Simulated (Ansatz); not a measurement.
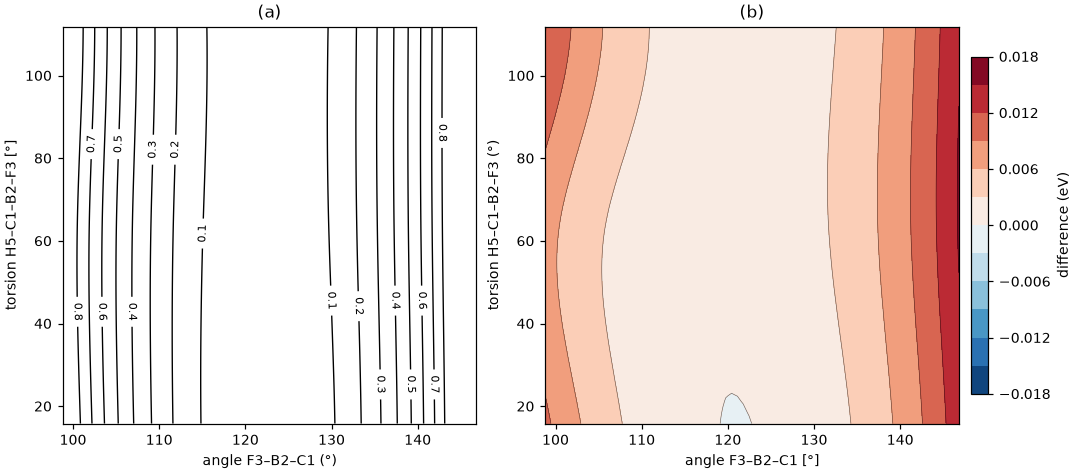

CH3BF2, SMILES CB(F)F. Two internal coordinates are moved rigidly from the geometry relaxed at PBE0-D4/def2-TZVP, all others fixed. Coordinates scanned: (1) angle F3–B2–C1; (2) torsion H5–C1–B2–F3. The scan uses a 7 × 5 grid. Points are written as (first, second). Energies are in eV, from each map's own lowest point. All numbers below come from RKS PBE0-D4/def2-TZVPP in Ansatz.

Panel (a): RKS PBE0-D4/def2-TZVPP in Ansatz 0.2.0. Panel (b): the map at Ansatz, RKS r2SCAN-D4/def2-TZVPP less the map of (a), each from its own lowest point.

Question: How does the change of method alter the landscape?

Answer: The difference runs from 0.00 eV at (122.8°, 16°) to 0.015 eV at (146.8°, 64°).
